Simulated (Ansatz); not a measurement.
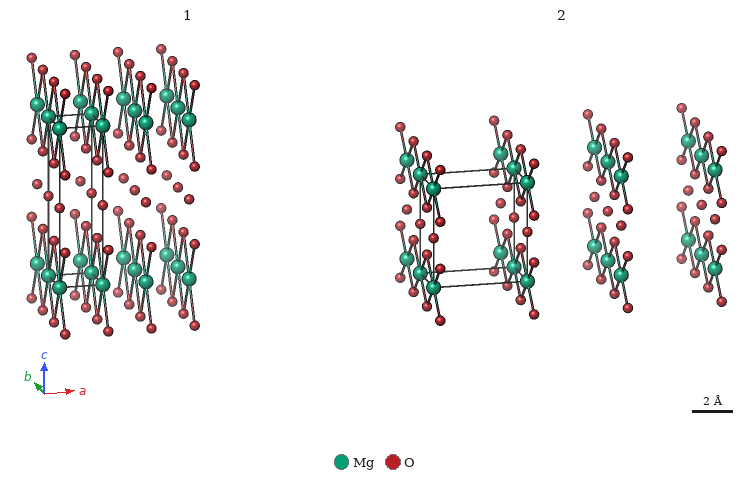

Two geometries of a crystal of MgO$_{3}$ (a generated structure, set up in Pmmm) (coarse preliminary run), drawn at one scale. One is the start of a relaxation, the other its converged end. Style: ball-and-stick. Shown: the cell of the calculation, repeated 3 × 2 × 1 with one cell outlined, slightly off an axis.

Computed with DFT PBE, scalar-relativistic, plane waves, PAW (Ansatz 0.2.0). Settings: plane-wave cutoff 420 eV; k-point mesh 8 × 8 × 2; occupations gaussian; smearing width 0.1 eV; no spin polarisation; cell and atoms relaxed; force threshold 0.04 eV/Å; at most 70 steps.

### Which one is relaxed?

Structure 2 is the relaxed one. After 36 accepted moves (48 points after the start) the energy has fallen by 6.979 eV per cell of the calculation. The largest force component goes from 1.9 to 0.0053 eV/Å. The pressure goes from −2.64 to 0.13 GPa. The line search rejected the trial step at point 12 of the run. The SCF was repeated 11 times at an unchanged geometry on a basis and grid sized afresh for the cell, which shifted the energy by 0.497 eV per cell of the calculation at most. The largest moves relative to the cell, 0.035 Å, are those of O atoms. Mg stays in place. The drawn cell changes as follows: a 2.276 → 4.945 Å (+117.3 %), b 2.350 → 2.809 Å (+19.5 %), c 8.444 → 5.246 Å (−37.9 %); the volume changes by +61.4 %. Among the contacts that change: Mg–Mg 2.276 → 4.945 Å, Mg–O 2.461 → 1.967 Å, Mg–Mg 2.350 → 2.809 Å. Among the angles between lasting bonds that change: Mg–O–Mg 57.0° → 91.1°, O–Mg–O 123.0° → 88.9°, O–Mg–O 57.0° → 91.1°. The space group stays Pmmm (No. 47).
